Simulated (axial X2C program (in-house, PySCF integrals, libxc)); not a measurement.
**Relativistic diatomic calculation for CdB**

System: CdB, single determinant with M_S = 1/2 and |Λ| = 1.
Method: HF, spin-free X2C-1e, Cd dyall-v3z, B dyall-v3z (cores contracted) (axial X2C program (in-house, PySCF integrals, libxc)).

Output:
```
spin-free X2C-1e  HF
basis functions 169  fitting functions 915  grid points 5081
iter        total energy     max residual
   1      -5615.890219098     5.03e-01
   2      -5615.915578851     8.12e-03
   3      -5615.917330164     2.23e-02
   4      -5615.918323388     1.58e-02
   5      -5615.919898731     7.97e-03
   6      -5615.921322603     2.72e-02
   7      -5615.923939715     2.83e-02
   8      -5615.927314064     2.12e-02
   9      -5615.927836109     2.61e-03
  10      -5615.928041888     6.28e-03
  11      -5615.928070166     1.30e-03
  12      -5615.928075939     6.75e-04
  13      -5615.928077778     6.46e-04
  14      -5615.928078482     1.24e-04
  15      -5615.928078655     7.87e-05
  16      -5615.928078678     4.13e-05
  17      -5615.928078680     5.90e-06
  18      -5615.928078680     1.61e-06
converged
one-electron -7844.07905656  Coulomb 2332.79638106  exact exchange -157.23444278  xc functional 0.00000000  nuclear repulsion 52.58903959
```

The points of the curve:

| R (Å) | E (hartree) | dipole (D; origin at the first atom, positive when the second is positive) | highest filled (eV) | lowest empty (eV) |
| --- | --- | --- | --- | --- |
| 2.101 | −5615.916421 | −1.16 | −7.52 | 0.21 |
| 2.198 | −5615.923142 | −1.37 | −7.61 | 0.27 |
| 2.270 | −5615.925985 | −1.50 | −7.67 | 0.31 |
| 2.343 | −5615.927499 | −1.61 | −7.73 | 0.34 |
| 2.415 | −5615.928079 | −1.67 | −7.73 | 0.33 |
| 2.499 | −5615.928019 | −1.67 | −7.75 | 0.30 |
| 2.584 | −5615.927561 | −1.59 | −7.81 | 0.28 |
| 2.693 | −5615.926872 | −1.39 | −7.82 | 0.28 |
| 2.825 | −5615.926355 | −1.08 | −7.77 | 0.30 |
| 3.019 | −5615.926503 | −0.69 | −7.69 | 0.37 |

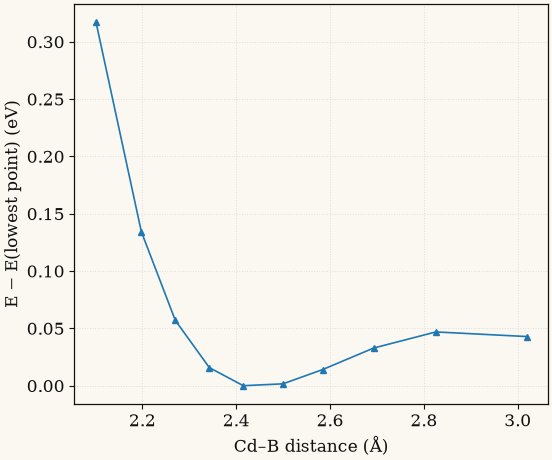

Figure 1. Energy at 10 bond lengths, for one set of occupations held fixed; the line joins the points. A polynomial of degree 6 through 9 points gives rₑ = 2.446 Å, ωₑ = 256.5 cm⁻¹, ωₑxₑ = 18 cm⁻¹ and Bₑ = 0.2806 cm⁻¹. The whole curve lies above Cd + B, so the molecule isn't bound against them at this level.

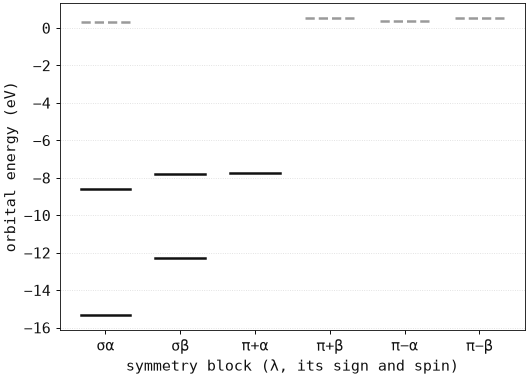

Figure 2. Orbital energies near the frontier at 2.42 Å, filled (solid) and empty (dashed); a label such as π−α means λ = −1 and α spin. The highest filled orbital (π+α; 91 % B p, 6 % Cd p) lies at −7.73 eV, the lowest empty one (σα; 48 % Cd s, 34 % Cd p) at 0.33 eV.

Input file:
```
{"zs": [48, 5], "q": 0, "bas": ["dyall-v3z", "dyall-v3z"], "levels": ["PBE0", "HF", "BP86", "TPSSh"], "cc": false, "r0": 2.21, "npts": 10, "nst": 2, "ntry": 6}
```

The line is the task of a batch: nuclear charges, charge, bases, the levels to run, a first guess of the distance and further settings. This report covers HF without spin-orbit coupling. The log is that of the reference distance 2.415 Å.

Launched within a batch (the task file carries these settings):
```bash
python <driver script> task.json out
```

Summary:

- outcome: converged
- bond length rₑ: 2.446 Å
- ωₑ: 256.5 cm⁻¹
- energy at the minimum: −5615.92813 hartree
- depth below the fragments: −0.10 eV
- largest ⟨S²⟩ along the curve: 1.51
- hardware: 1 thread of Arm Neoverse N1, 98 GiB of memory available, shared host
- wall time: 8.9 s
- peak memory: 0.33 GiB

Remarks:

Hartree–Fock lacks correlation, so it usually binds too weakly. ⟨S²⟩ reaches 1.51 where a pure state of this multiplicity has 0.75, so the determinant is spin-contaminated.
